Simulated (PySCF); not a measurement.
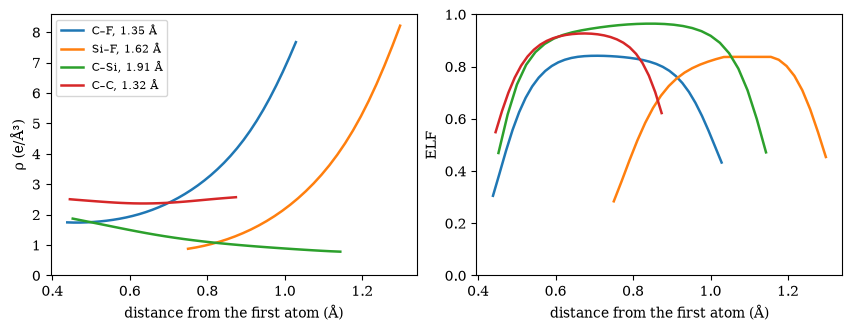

Figure. C6H10F2Si. Electron density and electron localisation function along straight lines between neighbouring atoms. The curves leave out the atomic cores.

Geometry: GFN2-xTB.

Level of theory: PBE0/pcSseg-1, SCF density, gas phase, non-relativistic in PySCF 2.14.0.

```tsv
atom	x (Å)	y (Å)	z (Å)
C	2.2610	1.2350	0.0138
C	1.8623	0.2451	0.7914
C	1.5816	-1.1416	0.3195
Si	-0.2722	-1.5771	0.3785
F	-0.4016	-3.1179	-0.1107
C	-1.2761	-0.5445	-0.8742
C	-1.3984	0.8778	-0.4609
C	-2.5310	1.4279	-0.0694
F	-2.5947	2.7156	0.3265
H	2.4302	1.0937	-1.0417
H	2.4380	2.2259	0.3952
H	1.6987	0.4175	1.8467
H	2.1234	-1.8517	0.9478
H	1.9536	-1.2634	-0.7003
H	-0.8487	-1.5716	1.7156
H	-0.7796	-0.5910	-1.8459
H	-2.2676	-0.9816	-0.9944
H	-0.4943	1.4691	-0.4620
H	-3.4943	0.9420	-0.0179
```

What can be read from the curves?

Answer. C–F (1.35 Å): the density is about 2.2 e/Å³ at the midpoint, with its minimum of 1.7 e/Å³ about 0.5 Å from C; the ELF peaks at about 0.85 between the atoms (a polar covalent bond).
Si–F (1.62 Å): the density is about 1 e/Å³ at the midpoint; the ELF peaks at about 0.85 in the valence shell of F, 0.6 Å from its nucleus, and is about 0.50 at the midpoint.
C–Si (1.91 Å): the density is about 0.93 e/Å³ at the midpoint; the ELF peaks at about 0.95 between the atoms, as expected for a shared electron pair.
C–C (1.32 Å): ρ is about 2.4 e/Å³ halfway; the ELF peaks at about 0.95 between the atoms (a multiple bond).
